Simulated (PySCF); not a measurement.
```tsv
atom	x (Å)	y (Å)	z (Å)
C	-2.5210	0.2348	-0.6544
O	-1.4497	0.8198	0.0491
C	-0.6343	-0.1198	0.6702
C	0.4141	-0.8834	-0.0924
C	1.1680	0.3314	-0.6061
B	2.6484	0.1725	-1.0548
F	3.0857	0.8746	-2.0807
C	0.8156	0.1649	0.8620
H	-3.1070	1.0551	-1.0630
H	-2.1598	-0.4030	-1.4690
H	-3.1499	-0.3660	0.0134
H	-1.1544	-0.6646	1.4635
H	0.6196	-1.9266	-0.1990
H	0.5619	1.0567	-1.1430
H	3.4258	-0.5462	-0.5439
H	1.4295	0.2089	1.7347
```

Geometry: GFN2-xTB.

Theory: PySCF 2.14.0, PBE0/pcSseg-1, SCF density, gas phase, non-relativistic.

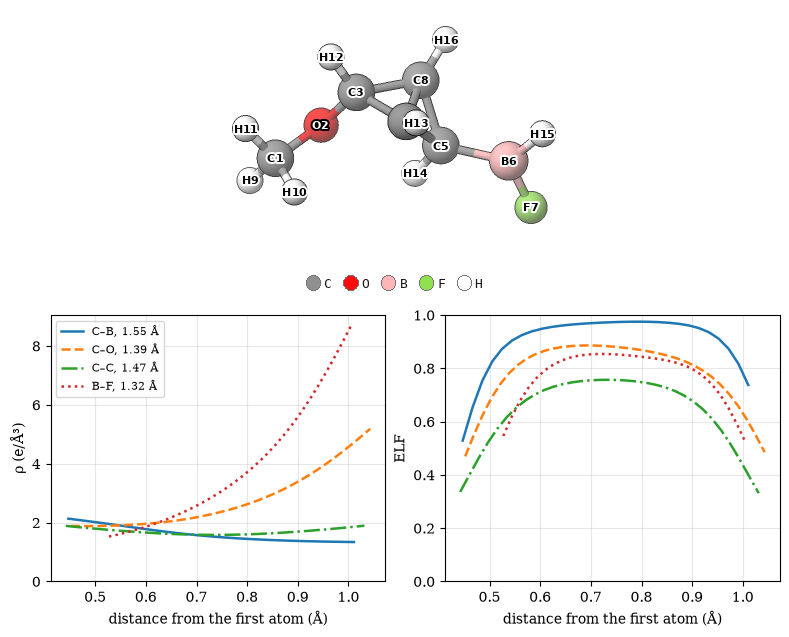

C₅H₈BFO. Electron density and electron localisation function along straight lines between neighbouring atoms. The curves leave out the atomic cores. The structure is drawn too.

What kind of bonding do the profiles show?

Answer. C–B (1.55 Å): the density is about 1.5 e/Å³ at the midpoint; the ELF peaks at about 1 between the atoms (localised, covalent bonding).
C–O (1.39 Å): the density is about 2.2 e/Å³ at the midpoint, with its minimum of 1.9 e/Å³ about 0.5 Å from C; the ELF peaks at about 0.90 between the atoms (a shared but strongly polarised pair).
C–C (1.47 Å): ρ at the midpoint is about 1.6 e/Å³; the ELF peaks at about 0.75 between the atoms, as expected for a shared electron pair.
B–F (1.32 Å): ρ at the midpoint is about 2.2 e/Å³; the ELF peaks at about 0.85 between the atoms, as expected for a polar covalent bond.
